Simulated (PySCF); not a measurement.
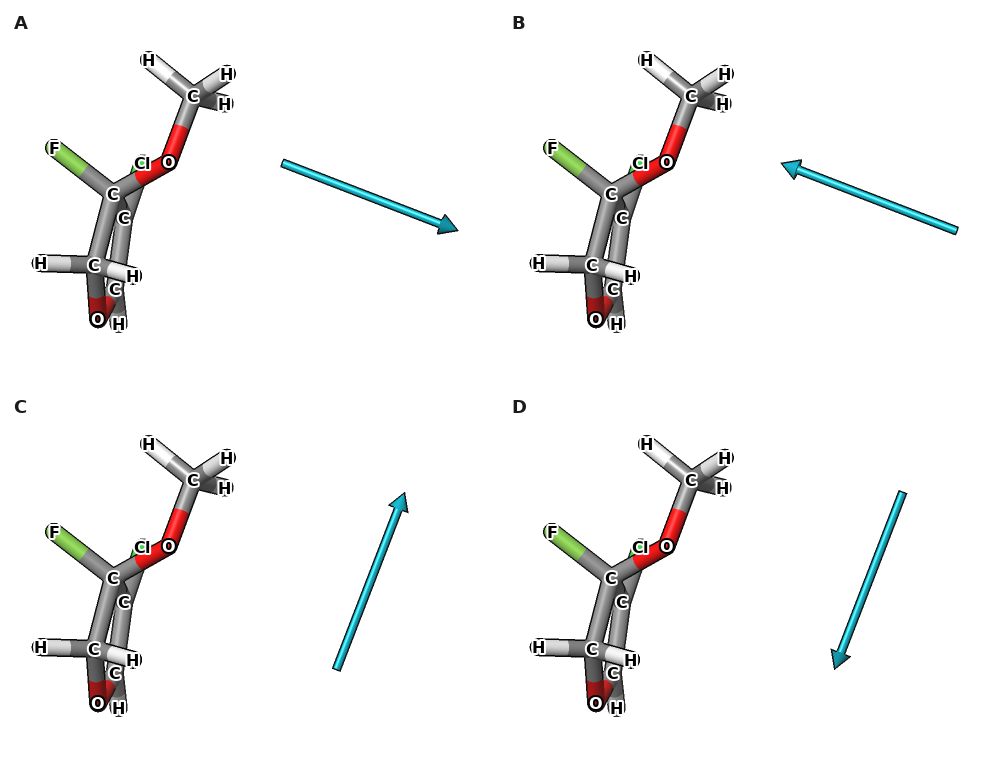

The same molecule four times, each with an arrow. Computed geometry: GFN2-xTB optimisation. No frequency run is at hand to confirm it as a minimum. Properties computed with CAM-B3LYP/def2-SVPD, gas phase (PySCF 2.14.0).

Which arrow points along the dipole moment, from the negative to the positive end?

Answer. A. The dipole moment is 0.98 D.
